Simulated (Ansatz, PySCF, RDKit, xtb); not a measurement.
# SnSiNH7: a search for the lowest isomer, part 2 of 2

Given the formula SnSiNH7 and nothing else, which arrangement of the atoms is the most stable in the gas at 298.15 K, and what are its properties?

xtb, Ansatz and PySCF; isolated molecules.

## Step 10: c632 at CCSD(T)/def2-TZVP

input.yaml

```yaml
crystal:
  periodic: [false, false, false]
  atoms:
    - symbol: "N"
      position_ang: [0.218369, 0.145468, 1.625638]
    - symbol: Si
      position_ang: [1.678485, 0.512714, 0.639291]
    - symbol: Sn
      position_ang: [-1.852637, 0.273046, 0.305503]
    - symbol: H
      position_ang: [-1.457420, -1.426184, -0.129574]
    - symbol: H
      position_ang: [0.106753, 0.763810, 2.431443]
    - symbol: H
      position_ang: [2.901835, 0.374203, 1.488397]
    - symbol: H
      position_ang: [-0.774830, 0.879923, -1.000969]
    - symbol: H
      position_ang: [1.554327, 1.918290, 0.187841]
    - symbol: H
      position_ang: [0.206932, -0.812665, 1.981842]
    - symbol: H
      position_ang: [1.723374, -0.467095, -0.468364]
basis:
  gaussian:
    orbitals: def2-TZVP
correlation:
  method: ccsd_t
  frozen_orbitals: {Si: 5, "N": 1, Sn: 4, H: 0}
```

Started as:

```console
$ ansatz run input.yaml --threads 2 --pin off --max-ram 4350MiB --events-out events.jsonl --progress --plain --runs-dir runs
```

Output (excerpt; [...] marks lines left out):

```text
Warning: RAYON_NUM_THREADS=2 ignored (pool sized by the plan → 2); use --threads N
Functional definition: HF
  name "HF"
[...]
1241 factors; integrals over basis functions are off by at most 1.4e-3 eV
[...]
mean field -15261.27254741 eV, -560.8414216552 hartree, gradient 2.0e-6 eV, S^2 0.000000; 0 other end points of the search recorded, 0 dependent functions left out
10 core orbitals not correlated: weight in the atoms' cores, before any rotation towards them, 1.000 or more for the frozen orbitals, at most 0.000 for the correlated occupied ones
reference -15261.27254741 eV, -560.8414216552 hartree; 15, 15 occupied and 135, 135 virtual orbitals, 1241 factors
second order -17.96397281 eV of doubles, -0.00000000 eV of singles
cycle   1  -18.36773914 eV  change   -4.0e-1 eV  update   1.1e-1
[...]
cycle  10  -19.00784046 eV  change    2.9e-5 eV  update   2.1e-5
perturbative correction -0.58742480 eV, -0.0215874633 hartree
Total energy: -15280.86781268 eV, -561.5615343716 hartree
```

Run time: 51 s. Hardware: 2 threads of Intel Xeon Platinum 8375C at 2.90GHz (Ice Lake), shared host; peak memory 1.4 GiB.

## Step 11: The ranking

Energies in kcal/mol from c580a; G adds the thermal terms to the CCSD(T)/def2-TZVP energy.

```
label               SMILES     spin  B3LYP-D3(BJ)/def2-SVP  HF/def2-TZVP  MP2/def2-TZVP  CCSD(T)/def2-TZVP    G  share at equilibrium     T1
c580a        N[SiH2][SnH3]  singlet                    0.0           0.0            0.0                0.0  0.0                99.9 %  0.014
 c632  [SiH3][NH2][SnH2] ‡  singlet                   -3.6           3.1            2.1                2.8  4.1                 0.1 %  0.014
 c040  [SiH3][NH2][SnH2] ‡  singlet                   -2.7           3.1            2.9                3.7  5.4               < 0.1 %  0.014
c547a   [NH3][SnH][SiH3] ‡  singlet                   -5.0           6.6            3.0                3.2  5.6               < 0.1 %  0.014
```

‡ marks the bonded skeleton alone, with all bonds drawn single: no Lewis structure was assigned that passes a check against the bond lengths.

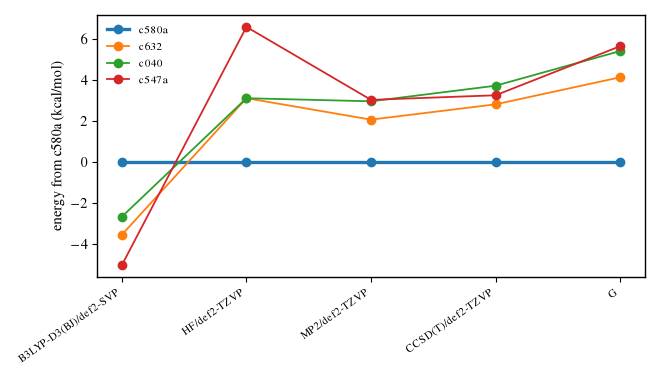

The finalists at each level, measured from c580a.

Lowest found: c580a, `N[SiH2][SnH3]`, a singlet of point group Cs. Bond lengths: N1–Si2 1.743 Å, Si2–Sn3 2.603 Å, N1–H4 1.017 Å, N1–H5 1.017 Å, Si2–H6 1.492 Å, Si2–H7 1.492 Å, Sn3–H8 1.727 Å, Sn3–H9 1.727 Å, Sn3–H10 1.725 Å. Some angles: N1–Si2–Sn3 114.2°, N1–Si2–H6 108.0°, N1–Si2–H7 108.0°, Sn3–Si2–H6 108.5°, Sn3–Si2–H7 108.5°, Si2–N1–H4 118.4°, Si2–N1–H5 118.4°, Si2–Sn3–H8 110.6°, Si2–Sn3–H9 110.6°, Si2–Sn3–H10 114.6°.

```xyz
10

N    -1.1194    2.0730   -0.3693
Si   -1.2563    0.7500    0.7569
Sn    0.8075    0.4584    2.3164
H    -0.4357    2.0007   -1.1183
H    -1.1299    3.0218   -0.0039
H    -1.4380   -0.5054   -0.0284
H    -2.4604    0.9892    1.6046
H     2.2402    0.2002    1.3869
H     1.0805    1.8937    3.2376
H     0.6821   -0.8493    3.4346
```

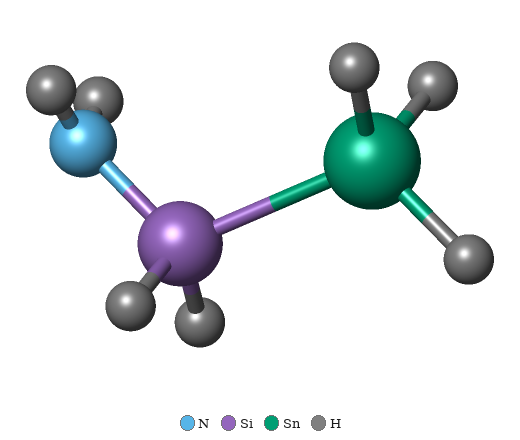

The lowest structure found, seen from a chosen angle (nitrogen blue, silicon purple, tin teal, hydrogen grey).

## Step 12: Density, orbitals and dipole (PBE0/def2-TZVPD)

input.yaml

```yaml
basis:
  gaussian: {orbitals: def2-TZVPD}
crystal:
  periodic: [false, false, false]
  atoms:
    - {symbol: N, position_ang: [-1.119413, 2.073020, -0.369316]}
    - {symbol: Si, position_ang: [-1.256251, 0.749974, 0.756876]}
    - {symbol: Sn, position_ang: [0.807469, 0.458424, 2.316394]}
    - {symbol: H, position_ang: [-0.435654, 2.000733, -1.118343]}
    - {symbol: H, position_ang: [-1.129881, 3.021790, -0.003923]}
    - {symbol: H, position_ang: [-1.438030, -0.505440, -0.028449]}
    - {symbol: H, position_ang: [-2.460450, 0.989164, 1.604570]}
    - {symbol: H, position_ang: [2.240152, 0.200236, 1.386923]}
    - {symbol: H, position_ang: [1.080497, 1.893699, 3.237609]}
    - {symbol: H, position_ang: [0.682122, -0.849326, 3.434556]}
hamiltonian: {xc: {name: PBE0}}
output: {forces: true, orbitals: {seedname: orbitals}}
```

Started as:

```console
$ ansatz run input.yaml --threads 2 --pin off --max-ram 4350MiB --events-out events.jsonl --progress --plain --runs-dir runs
```

Output (excerpt; [...] marks lines left out):

```text
Warning: RAYON_NUM_THREADS=2 ignored (pool sized by the plan → 2); use --threads N
Functional definition: PBE0
  name "PBE0"
[...]
1320 factors; their error is unknown
[...]
mean field -15309.25642117 eV, -562.6047964914 hartree, gradient 6.0e-5 eV, S^2 0.000000; 0 other end points of the search recorded, 0 dependent functions left out
[...]
reference -15309.25647240 eV, -562.6047983738 hartree; 25, 25 occupied and 174, 174 virtual orbitals, 1320 factors
Total energy: -15309.25647240 eV, -562.6047983738 hartree
Atom 0 at    -1.119413     2.073020    -0.369316 Å, force     0.136489    -0.000666     0.085229 eV/Å
Atom 1 at    -1.256251     0.749974     0.756876 Å, force     0.143419     0.204400    -0.097769 eV/Å
Atom 2 at     0.807469     0.458424     2.316394 Å, force     0.052800     0.004426     0.029162 eV/Å
Atom 3 at    -0.435654     2.000733    -1.118343 Å, force    -0.228327     0.018818     0.258086 eV/Å
Atom 4 at    -1.129881     3.021790    -0.003923 Å, force     0.005001    -0.324917    -0.116446 eV/Å
Atom 5 at    -1.438030    -0.505440    -0.028449 Å, force     0.006885     0.093483     0.032793 eV/Å
Atom 6 at    -2.460450     0.989164     1.604570 Å, force     0.070929     0.000292    -0.069876 eV/Å
Atom 7 at     2.240152     0.200236     1.386923 Å, force    -0.149313     0.017025     0.091402 eV/Å
Atom 8 at     1.080497     1.893699     3.237609 Å, force    -0.036481    -0.147572    -0.088450 eV/Å
Atom 9 at     0.682122    -0.849326     3.434556 Å, force    -0.001403     0.134711    -0.124130 eV/Å
Dipole moment:    -0.010295     0.195300    -0.185935 e Å
```

It took 5.7 s on 2 threads of Intel Xeon Platinum 8375C at 2.90GHz (Ice Lake), shared host.

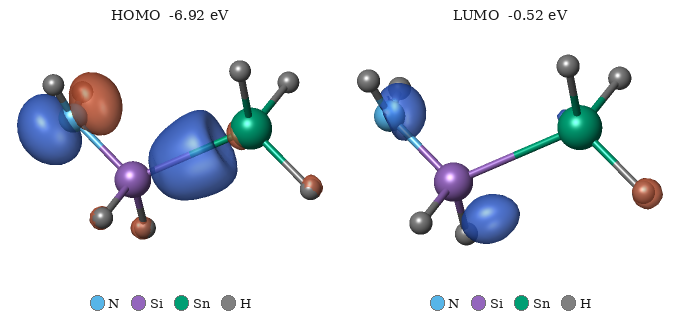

Frontier orbitals of this run, surfaces at ±0.2 Å^-3/2.

## Step 13: Frequencies after a tight-binding relaxation (GFN2-xTB)

start.xyz

```xyz
10
c580a
N     -1.119413     2.073020    -0.369316
Si    -1.256251     0.749974     0.756876
Sn     0.807469     0.458424     2.316394
H     -0.435654     2.000733    -1.118343
H     -1.129881     3.021790    -0.003923
H     -1.438030    -0.505440    -0.028449
H     -2.460450     0.989164     1.604570
H      2.240152     0.200236     1.386923
H      1.080497     1.893699     3.237609
H      0.682122    -0.849326     3.434556
```

Started as:

```console
$ xtb start.xyz --gfn 2 --ohess tight
```

Output (excerpt; [...] marks lines left out):

```text
* xtb version 6.7.1
[...]
          :  # basis functions                  31          :
[...]
          :  # electrons                        20          :
[...]
          :  Hamiltonian                  GFN2-xTB          :
[...]
          :  net charge                          0          :
          :  unpaired electrons                  0          :
[...]
   *** convergence criteria satisfied after 12 iterations ***
[...]
   *** GEOMETRY OPTIMIZATION CONVERGED AFTER 10 ITERATIONS ***
[...]
   *** convergence criteria satisfied after 3 iterations ***
[...]
         ::                     SUMMARY                     ::
         :::::::::::::::::::::::::::::::::::::::::::::::::::::
         :: total energy             -10.320009656549 Eh    ::
         :: gradient norm              0.000132355572 Eh/a0 ::
         :: HOMO-LUMO gap              4.727607596712 eV    ::
         ::.................................................::
         :: SCC energy               -10.410259854314 Eh    ::
         :: -> isotropic ES            0.023675646373 Eh    ::
         :: -> anisotropic ES          0.003225495725 Eh    ::
         :: -> anisotropic XC          0.004493569015 Eh    ::
         :: -> dispersion             -0.005621524614 Eh    ::
         :: repulsion energy           0.090250197765 Eh    ::
         :: add. restraining           0.000000000000 Eh    ::
         :: total charge               0.000000000000 e     ::
         :::::::::::::::::::::::::::::::::::::::::::::::::::::
[...]
        10        2.0000           -0.3804261             -10.3519 (HOMO)
        11                         -0.2066898              -5.6243 (LUMO)
[...]
molecular dipole:
                 x           y           z       tot (Debye)
 q only:       -0.551       0.323      -0.641
   full:       -0.844       0.502      -0.988       3.540
molecular quadrupole (traceless):
[...]
          | TOTAL ENERGY              -10.320009656550 Eh   |
          | TOTAL ENTHALPY            -10.251552364251 Eh   |
          | TOTAL FREE ENERGY         -10.292375081471 Eh   |
          | GRADIENT NORM               0.000132345074 Eh/α |
[...]
```

It took 0.32 s on 2 threads of Intel Xeon Platinum 8375C at 2.90GHz (Ice Lake), shared host.

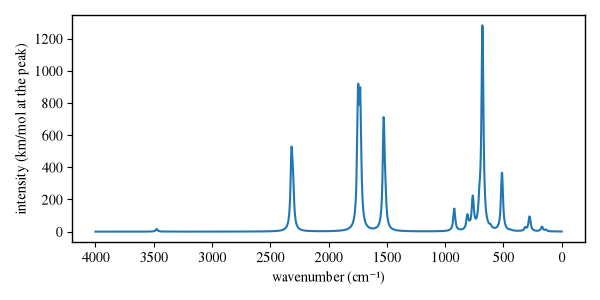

Harmonic infrared spectrum, unscaled, lines broadened by 10 cm⁻¹.

## Step 14: Electronic excitations (TD-PBE0/def2-SVPD)

An in-house driver calls PySCF's response routines at TD-PBE0/def2-SVPD; it has no typed input.

Output:

```text
coarse grid: 36864 points
cycle   1  E = -560.6500603630  dE = -2.156e+01  |g| = 2.655e+00  |ddm| = 8.830e+00
cycle   2  E = -547.4760988100  dE =  1.317e+01  |g| = 8.133e+00  |ddm| = 2.521e+01
cycle   3  E = -562.3572638217  dE = -1.488e+01  |g| = 5.125e-01  |ddm| = 2.394e+01
cycle   4  E = -562.4235665820  dE = -6.630e-02  |g| = 1.606e-01  |ddm| = 9.710e-01
cycle   5  E = -562.4321063971  dE = -8.540e-03  |g| = 9.454e-02  |ddm| = 4.121e-01
cycle   6  E = -562.4341970673  dE = -2.091e-03  |g| = 2.040e-02  |ddm| = 1.286e-01
cycle   7  E = -562.4343103337  dE = -1.133e-04  |g| = 5.317e-03  |ddm| = 4.142e-02
cycle   8  E = -562.4343190834  dE = -8.750e-06  |g| = 7.025e-04  |ddm| = 1.115e-02
final grid: 74568 points
cycle   9  E = -562.4343046777  dE = -1.175e-07  |g| = 5.139e-04  |ddm| = 4.426e-03
cycle  10  E = -562.4343046891  dE = -1.145e-08  |g| = 4.896e-04  |ddm| = 1.652e-03
cycle  11  E = -562.4343047608  dE = -7.170e-08  |g| = 7.379e-05  |ddm| = 8.520e-04
cycle  12  E = -562.4343047621  dE = -1.257e-09  |g| = 1.304e-05  |ddm| = 1.144e-04
cycle  13  E = -562.4343047621  dE = -5.002e-11  |g| = 2.418e-06  |ddm| = 2.585e-05
converged SCF energy = -562.4343047621

Static polarisability (au): isotropic 86.149, principal 74.575 78.071 105.803

Singlet excitations
state   eV       nm        f      main configurations
  1   5.3401    232.2   0.02018   H->L 0.97
  2   6.0594    204.6   0.09422   H->L+1 0.73, H->L+3 0.25
  3   6.1322    202.2   0.02169   H->L+2 0.97
  4   6.3699    194.6   0.32170   H->L+3 0.71, H->L+1 0.22
  5   6.7725    183.1   0.00006   H->L+4 0.98
  6   7.0700    175.4   0.00173   H->L+5 0.96
  7   7.2454    171.1   0.13055   H-1->L 0.49, H->L+6 0.22, H-3->L 0.18
  8   7.2971    169.9   0.00000   H-2->L 0.94

Triplet excitations (Tamm-Dancoff, eV): 4.8202 5.3488 5.4736
```

Wall time 13 s (2 threads of Intel Xeon Platinum 8375C at 2.90GHz (Ice Lake), shared host); peak memory 0.55 GiB.

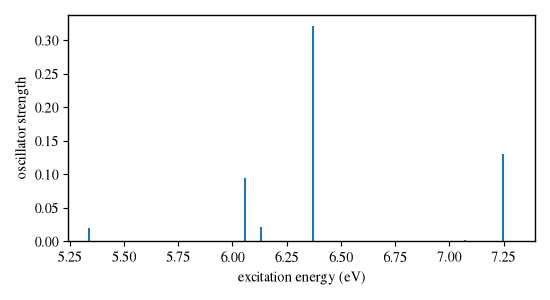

Vertical excitations as sticks.

The roots found:

| excited state | energy (eV) | strength |
| --- | --- | --- |
| 1 | 5.340 | 0.0202 |
| 2 | 6.059 | 0.0942 |
| 3 | 6.132 | 0.0217 |
| 4 | 6.370 | 0.3217 |
| 5 | 6.772 | 0.0001 |
| 6 | 7.070 | 0.0017 |
| 7 | 7.245 | 0.1305 |
| 8 | 7.297 | 0.0000 |

## Step 15: The cation at the same geometry (PBE0/def2-TZVPD)

input.yaml

```yaml
crystal:
  periodic: [false, false, false]
  atoms:
    - symbol: N
      position_ang: [-1.119413, 2.073020, -0.369316]
    - symbol: Si
      position_ang: [-1.256251, 0.749974, 0.756876]
    - symbol: Sn
      position_ang: [0.807469, 0.458424, 2.316394]
    - symbol: H
      position_ang: [-0.435654, 2.000733, -1.118343]
    - symbol: H
      position_ang: [-1.129881, 3.021790, -0.003923]
    - symbol: H
      position_ang: [-1.438030, -0.505440, -0.028449]
    - symbol: H
      position_ang: [-2.460450, 0.989164, 1.604570]
    - symbol: H
      position_ang: [2.240152, 0.200236, 1.386923]
    - symbol: H
      position_ang: [1.080497, 1.893699, 3.237609]
    - symbol: H
      position_ang: [0.682122, -0.849326, 3.434556]
basis:
  gaussian: {orbitals: def2-TZVPD}
total_charge: 1
magnetization: {spin_polarized: true, initial_magnetization: 1}
hamiltonian: {xc: pbe0}
```

Started as:

```console
$ ansatz run input.yaml --threads 2 --pin off --max-ram 4350MiB --events-out events.jsonl --progress --plain --runs-dir runs
```

Output:

```text
Warning: RAYON_NUM_THREADS=2 ignored (pool sized by the plan → 2); use --threads N
[... 2 set-up lines as earlier in the session ...]
  parameter a = 0.25
  parameter kappa = 0.804
  parameter beta = 0.06672455060314922
  exchange = (1 - a)*pbe_x(kappa = kappa, mu = beta*pi^2/3) + a*exact_x
  correlation = pbe_c(beta = beta)
1320 factors; their error is unknown
mean field evaluation 1: about -15288.0282 eV, gradient 5.6e1 eV
mean field evaluation 2: about -15245.1437 eV, gradient 9.1e1 eV
mean field evaluation 4: about -15300.1294 eV, gradient 7.1e0 eV
mean field evaluation 8: about -15300.4274 eV, gradient 1.5e-1 eV
mean field evaluation 16: about -15300.5026 eV, gradient 3.2e-3 eV
mean field -15300.50259754 eV, -562.2830994065 hartree, gradient 7.4e-5 eV, S^2 0.760003; 0 other end points of the search recorded, 0 dependent functions left out
reference -15300.50264195 eV, -562.2831010386 hartree; 25, 24 occupied and 174, 175 virtual orbitals, 1320 factors
Total energy: -15300.50264195 eV, -562.2831010386 hartree
```

It took 8.4 s on 2 threads of Intel Xeon Platinum 8375C at 2.90GHz (Ice Lake), shared host; peak memory 0.62 GiB.

Difference from the parent: 8.75 eV.

## Step 16: The anion at the same geometry (PBE0/def2-TZVPD)

input.yaml: that of step 15 with these lines changed.

```diff
@@ -24,5 +24,11 @@
 basis:
-  gaussian: {orbitals: def2-TZVPD}
-total_charge: 1
-magnetization: {spin_polarized: true, initial_magnetization: 1}
-hamiltonian: {xc: pbe0}
+  gaussian:
+    orbitals: def2-TZVPD
+total_charge: -1
+magnetization:
+  spin_polarized: true
+  initial_magnetization: 1
+hamiltonian:
+  xc: {name: PBE0}
+scf:
+  lower_state_search: off
```

Started as:

```console
$ ansatz run input.yaml --threads 2 --pin off --max-ram 4350MiB --events-out events.jsonl --progress --plain --runs-dir runs
```

Output (excerpt; [...] marks lines left out):

```text
Warning: RAYON_NUM_THREADS=2 ignored (pool sized by the plan → 2); use --threads N
[... 2 set-up lines as earlier in the session ...]
[...]
1320 factors; their error is unknown
[...]
mean field -15308.51886926 eV, -562.5776919585 hartree, gradient 6.9e-6 eV, S^2 0.751342; 0 other end points of the search recorded, 0 dependent functions left out
reference -15308.51892342 eV, -562.5776939489 hartree; 26, 25 occupied and 173, 174 virtual orbitals, 1320 factors
Total energy: -15308.51892342 eV, -562.5776939489 hartree
Checks for a lower state left out: stability, starts, cluster_reference, orbital_swaps, neighbouring_geometries, increment
```

It took 9 s on 2 threads of Intel Xeon Platinum 8375C at 2.90GHz (Ice Lake), shared host; peak memory 0.57 GiB.

Parent less the species with the added electron: -0.74 eV. The extra electron isn't bound at this geometry, so the number measures the basis, not the molecule.

## Step 17: The triplet at the same geometry (PBE0/def2-TZVPD)

input.yaml

```yaml
crystal:
  periodic: [false, false, false]
  atoms:
    - {symbol: "N", position_ang: [-1.119413, 2.073020, -0.369316]}
    - {symbol: Si, position_ang: [-1.256251, 0.749974, 0.756876]}
    - {symbol: Sn, position_ang: [0.807469, 0.458424, 2.316394]}
    - {symbol: H, position_ang: [-0.435654, 2.000733, -1.118343]}
    - {symbol: H, position_ang: [-1.129881, 3.021790, -0.003923]}
    - {symbol: H, position_ang: [-1.438030, -0.505440, -0.028449]}
    - {symbol: H, position_ang: [-2.460450, 0.989164, 1.604570]}
    - {symbol: H, position_ang: [2.240152, 0.200236, 1.386923]}
    - {symbol: H, position_ang: [1.080497, 1.893699, 3.237609]}
    - {symbol: H, position_ang: [0.682122, -0.849326, 3.434556]}
basis:
  gaussian: {orbitals: def2-TZVPD}
magnetization: {spin_polarized: true, initial_magnetization: 2}
hamiltonian: {xc: {name: PBE0}}
```

Started as:

```console
$ ansatz run input.yaml --threads 2 --pin off --max-ram 4350MiB --events-out events.jsonl --progress --plain --runs-dir runs
```

Output (excerpt; [...] marks lines left out):

```text
Warning: RAYON_NUM_THREADS=2 ignored (pool sized by the plan → 2); use --threads N
[... 7 set-up lines as earlier in the session ...]
1320 factors; their error is unknown
mean field evaluation 1: about -15297.2233 eV, gradient 4.2e1 eV
mean field evaluation 2: about -15266.0726 eV, gradient 7.9e1 eV
mean field evaluation 4: about -15304.0019 eV, gradient 8.8e0 eV
mean field evaluation 8: about -15304.5196 eV, gradient 2.4e-1 eV
mean field evaluation 16: about -15304.5970 eV, gradient 2.4e-3 eV
mean field evaluation 32: about -15304.1491 eV, gradient 3.3e0 eV
mean field -15304.59699653 eV, -562.4335657941 hartree, gradient 2.8e-5 eV, S^2 2.008749; 4 other end points of the search recorded, 0 dependent functions left out
reference -15304.59705472 eV, -562.4335679327 hartree; 26, 24 occupied and 173, 175 virtual orbitals, 1320 factors
Total energy: -15304.59705472 eV, -562.4335679327 hartree
```

Run time: 13 s. Hardware: 2 threads of Intel Xeon Platinum 8375C at 2.90GHz (Ice Lake), shared host; peak memory 0.63 GiB.

It lies 4.66 eV above the singlet.

## Step 18: Outcome

This closing draws on all 2 parts.

```
                                                        quantity                                                                    value
                                          lowest structure found                                               N[SiH2][SnH3], singlet, Cs
                                                   next finalist                   [SiH3][NH2][SnH2] ‡, singlet, 4.1 kcal/mol higher in G
                       share at equilibrium, among the finalists                                                                   99.9 %
                                                          funnel  22 starts, 19 minima at GFN2-xTB, 9 screening runs, 6 relaxed, 4 ranked
                                            CPU time of all runs                                                                   41 min
harmonic wavenumbers, lowest and highest (B3LYP-D3(BJ)/def2-SVP)                                                         71 and 3643 cm⁻¹
                             rotational constants, same geometry                                             0.4417, 0.0546, 0.05101 cm⁻¹
                                 dipole moment (PBE0/def2-TZVPD)                                                                   1.30 D
                                   HOMO energy (PBE0/def2-TZVPD)                                                                 -6.92 eV
                                   LUMO energy (PBE0/def2-TZVPD)                                                                 -0.52 eV
                                 HOMO–LUMO gap (PBE0/def2-TZVPD)                                                                  6.40 eV
                           lowest excitation (TD-PBE0/def2-SVPD)                                                      5.34 eV (f = 0.020)
                    strongest of the states computed, same level                                                      6.37 eV (f = 0.322)
             lowest triplet excitation, same level, Tamm-Dancoff                                                                  4.82 eV
                                      vertical ionisation energy                                                                  8.75 eV
                                      vertical electron affinity                       -0.74 eV (unbound: the value depends on the basis)
                                   vertical triplet less singlet                                                                 +4.66 eV
```

`N[SiH2][SnH3]` comes out lowest. Among the finalists first place is clear (4.1 kcal/mol); structures outside the list aren't covered. HF/def2-TZVP and MP2/def2-TZVP already put its bonding pattern lowest among the structures in one piece; B3LYP-D3(BJ)/def2-SVP favours the singlet [NH3][SnH][SiH3] ‡. The largest share of the time went into the vibrations (47 %). Spin-orbit coupling, which matters for elements this heavy, is left out. The search is not exhaustive (a finite list of starts, one conformer a finalist), so a lower isomer can't be ruled out. Patterns outside the rules of the enumeration were met only by chance. The lowest isomer need not be the one that is made and kept in a bottle, which depends on barriers.

‡ marks the bonded skeleton alone, with all bonds drawn single: no Lewis structure was assigned that passes a check against the bond lengths.
